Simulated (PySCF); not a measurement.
# Oxygen: the same states on changed settings

These states were run before on sound settings. What differs here: all electrons correlated in a basis built for the valence shell. What does it move?

Program: PySCF 2.14.0. Level of theory: unrestricted determinants in a Gaussian basis, no spin-orbit coupling in the energies. These are calculated values, not measurements, unless marked.

**1. The atom as given**

- Element: oxygen (Z = 8)
- Basis: x2c-TZVPall (5s3p2d1f, 31 functions)
- Hamiltonian: the spin-free X2C one-electron Hamiltonian (Gaussian nucleus)
- State 1: O⁺: [He] 2s2 2p3, high-spin 4S determinant
- State 2: O²⁺: [He] 2s2 2p2, high-spin 3P determinant
- Methods: MP2, CCSD(T)
- Core shells frozen in the correlated runs: all electrons: nothing (for O⁺)

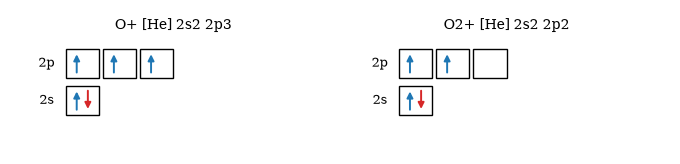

Occupation of the outer shells (arrows by Hund's rule).

The sound run (x2c-TZVPall, the spin-free X2C one-electron Hamiltonian (Gaussian nucleus), symmetry-adapted start, fine grid, valence correlation) gave:

```
species             method  energy (hartree)
     O⁺                UHF         -74.42662
     O⁺             r2SCAN         -74.60909
     O⁺              M06-L         -74.63609
     O⁺      MP2 (valence)         -74.52274
     O⁺  CCSD(T) (valence)         -74.53957
    O²⁺                UHF         -73.15609
    O²⁺             r2SCAN         -73.30535
    O²⁺              M06-L         -73.33353
    O²⁺      MP2 (valence)         -73.22951
    O²⁺  CCSD(T) (valence)         -73.25258
```

The runs were made by one driver on top of PySCF. The scripts below sum up each run's settings (the driver also hands on starting orbitals that pick excited configurations, and frozen orbitals as a list rather than a count), and the logs come from the driver's own runs. The driver starts from symmetry-adapted Hartree-Fock orbitals, holds the occupation by maximum overlap and uses a logarithmic radial grid for functionals, so a plain start would take other cycles.

The driver's launch:

```bash
$ OMP_NUM_THREADS=1 python atomrun2.py TASK.json OUT
```

The integrals over 31 functions and the set-up took 0.01 s of CPU time.

**2. Changed run, O⁺: the ladder of methods**

Level: MP2 (all electrons).

Input file input.py:

```python
from pyscf import gto, scf, dft, mp, cc
import basis_set_exchange as bse
mol = gto.M(atom="O 0 0 0", charge=1, spin=3, symmetry="D2h",
            basis=gto.basis.parse(bse.get_basis("x2c-TZVPall", elements=["O"], fmt="nwchem", header=False)),
            nucmod="G")
mf = scf.UHF(mol).sfx2c1e()
mf.irrep_nelec = {'Ag': (2, 2), 'B1u': (1, 0), 'B2u': (1, 0), 'B3u': (1, 0)}
mf.kernel()
mp.UMP2(mf, frozen=0).kernel()
```

No log was kept for this step.

It took 0.01 s on 1 thread of Neoverse-V2, shared host, the integrals not counted.

With 7 electrons correlated, the MP2 correlation energy is -0.11379 hartree (-0.02980 same spin, -0.08399 opposite spin); the SCS form gives -0.11072. Largest pairs of shells: 2s-2p -0.0632, 2p-2p -0.0231, 1s-1s -0.0119, 2s-2s -0.0098, 1s-2p -0.0033.

Level: CCSD(T) (all electrons).

input.py differs from the last one in:

```diff
@@ -8,2 +8,3 @@
 mf.kernel()
-mp.UMP2(mf, frozen=0).kernel()
+mycc = cc.CCSD(mf, frozen=0).run()
+mycc.ccsd_t()
```

The log of the run:

```text
CC2 = 0
CCSD nocc = (np.int64(5), np.int64(2)), nmo = (31, 31)
frozen orbitals [[], []]
max_cycle = 100
direct = 0
conv_tol = 1e-08
conv_tol_normt = 1e-06
diis_space = 8
diis_start_cycle = 0
Init t2, MP2 energy = -0.1137914094771
Init E_corr(UCCSD) = -0.113791409477865
cycle = 1  E_corr(UCCSD) = -0.126425482280819  dE = -0.0126340728  norm(t1,t2) = 0.0237363
cycle = 2  E_corr(UCCSD) = -0.128639912167454  dE = -0.00221442989  norm(t1,t2) = 0.00781209
cycle = 3  E_corr(UCCSD) = -0.129601444343117  dE = -0.000961532176  norm(t1,t2) = 0.00319999
cycle = 4  E_corr(UCCSD) = -0.12955500721243  dE = 4.64371307e-05  norm(t1,t2) = 0.000526398
cycle = 5  E_corr(UCCSD) = -0.129563227734198  dE = -8.22052177e-06  norm(t1,t2) = 0.000103713
cycle = 6  E_corr(UCCSD) = -0.129563183911688  dE = 4.38225103e-08  norm(t1,t2) = 1.03699e-05
cycle = 7  E_corr(UCCSD) = -0.129563253762199  dE = -6.98505106e-08  norm(t1,t2) = 1.23809e-06
cycle = 8  E_corr(UCCSD) = -0.129563236995003  dE = 1.67671957e-08  norm(t1,t2) = 1.88015e-07
cycle = 9  E_corr(UCCSD) = -0.129563238424007  dE = -1.42900447e-09  norm(t1,t2) = 3.17168e-08
UCCSD converged
E(UCCSD) = -74.5561822140422  E_corr = -0.1295632384240072
UCCSD(T) correction = -0.00161886221295986
```

It took 0.4 s on 1 thread of Neoverse-V2, shared host, the integrals not counted.

CCSD correlation -0.12956 hartree, triples -0.00162; total -74.557801. T1 = 0.003, largest double amplitude 0.036.

**3. Changed run, O²⁺, method by method**

Level: MP2 (all electrons).

Input file input.py:

```python
from pyscf import gto, scf, dft, mp, cc
import basis_set_exchange as bse
mol = gto.M(atom="O 0 0 0", charge=2, spin=2, symmetry="D2h",
            basis=gto.basis.parse(bse.get_basis("x2c-TZVPall", elements=["O"], fmt="nwchem", header=False)),
            nucmod="G")
mf = scf.UHF(mol).sfx2c1e()
mf.irrep_nelec = {'Ag': (2, 2), 'B1u': (1, 0), 'B2u': (1, 0)}
mf.kernel()
mp.UMP2(mf, frozen=0).kernel()
```

This step left no log, only its results.

It took 0.01 s on 1 thread of Neoverse-V2, shared host, the integrals not counted.

With 6 electrons correlated, the MP2 correlation energy is -0.09056 hartree (-0.01360 same spin, -0.07696 opposite spin); the SCS form gives -0.09688. Largest pairs of shells: 2s-2p -0.0445, 2s-2s -0.0215, 1s-1s -0.0118, 2p-2p -0.0074, 1s-2s -0.0029.

Level: CCSD(T) (all electrons).

input.py differs from the last one in:

```diff
@@ -8,2 +8,3 @@
 mf.kernel()
-mp.UMP2(mf, frozen=0).kernel()
+mycc = cc.CCSD(mf, frozen=0).run()
+mycc.ccsd_t()
```

The log of the run:

```text
CC2 = 0
CCSD nocc = (np.int64(4), np.int64(2)), nmo = (31, 31)
frozen orbitals [[], []]
max_cycle = 100
direct = 0
conv_tol = 1e-08
conv_tol_normt = 1e-06
diis_space = 8
diis_start_cycle = 0
Init t2, MP2 energy = -0.0905593469292964
Init E_corr(UCCSD) = -0.0905593469295563
cycle = 1  E_corr(UCCSD) = -0.105380260506837  dE = -0.0148209136  norm(t1,t2) = 0.0361675
cycle = 2  E_corr(UCCSD) = -0.10959442997625  dE = -0.00421416947  norm(t1,t2) = 0.016175
cycle = 3  E_corr(UCCSD) = -0.112780279941282  dE = -0.00318584997  norm(t1,t2) = 0.00797451
cycle = 4  E_corr(UCCSD) = -0.112706826883629  dE = 7.34530577e-05  norm(t1,t2) = 0.000782346
cycle = 5  E_corr(UCCSD) = -0.112721114596716  dE = -1.42877131e-05  norm(t1,t2) = 9.2185e-05
cycle = 6  E_corr(UCCSD) = -0.112717981037444  dE = 3.13355927e-06  norm(t1,t2) = 1.4396e-05
cycle = 7  E_corr(UCCSD) = -0.112719030850942  dE = -1.0498135e-06  norm(t1,t2) = 3.13667e-06
cycle = 8  E_corr(UCCSD) = -0.112718788101203  dE = 2.42749739e-07  norm(t1,t2) = 6.60659e-07
cycle = 9  E_corr(UCCSD) = -0.112718803233253  dE = -1.51320497e-08  norm(t1,t2) = 7.68091e-08
cycle = 10  E_corr(UCCSD) = -0.112718805342283  dE = -2.10903023e-09  norm(t1,t2) = 1.04433e-08
UCCSD converged
E(UCCSD) = -73.26880926652805  E_corr = -0.1127188053422833
UCCSD(T) correction = -0.00139682609411382
```

It took 0.33 s on 1 thread of Neoverse-V2, shared host, the integrals not counted.

CCSD correlation -0.11272 hartree, triples -0.00140; total -73.270206. T1 = 0.004, largest double amplitude 0.122.

**4. What moved**

```
species                   method  converged  energy less sound run (eV)
     O⁺      MP2 (all electrons)        yes                     -0.4808
     O⁺  CCSD(T) (all electrons)        yes                     -0.4960
    O²⁺      MP2 (all electrons)        yes                     -0.4663
    O²⁺  CCSD(T) (all electrons)        yes                     -0.4797
```

Ionisation energy of O⁺:

```
 method  sound run (eV)  changed run (eV)  shift (eV)
    UHF          34.573            34.573      +0.000
    MP2          35.191            35.205      +0.014
SCS-MP2          34.939            34.949      +0.010
   CCSD          35.014            35.031      +0.018
CCSD(T)          35.021            35.037      +0.016
```

**5. Results**

| quantity | value |
| --- | --- |
| change | all electrons correlated in a basis built for the valence shell |
| runs converged | 4 of 4 |
| largest shift of a converged total energy | 0.496 eV |
| largest shift of the ionisation energy | +0.018 eV (CCSD) |

The ionisation energy moves by up to 0.02 eV, at CCSD. A valence basis has no tight correlating functions, so it recovers only part of the core correlation, and not evenly between atom and ion.
